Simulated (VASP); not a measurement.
Band structure of Te (space group P6_3/mmc). All values below come from PBE GGA, VASP's PBE PAW potentials (set 64) (plane waves; VASP).

Unless said otherwise, spin-orbit coupling is left out, though it shifts the bands of the heavy elements here.

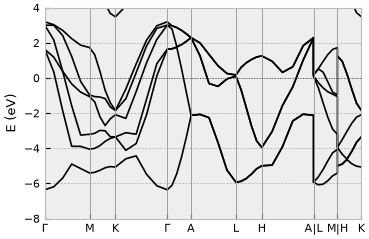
Figure: Bands along high-symmetry lines, zero at the valence-band maximum or, without a gap, the Fermi level

Task: Read the plot: is there a gap, and where are the band edges?

Result: It has no gap at this level: it comes out as a metal or semimetal.

The structure was generated: Te was put into an ordered model structure, which need not be its known phase. The cell was not relaxed at this level.
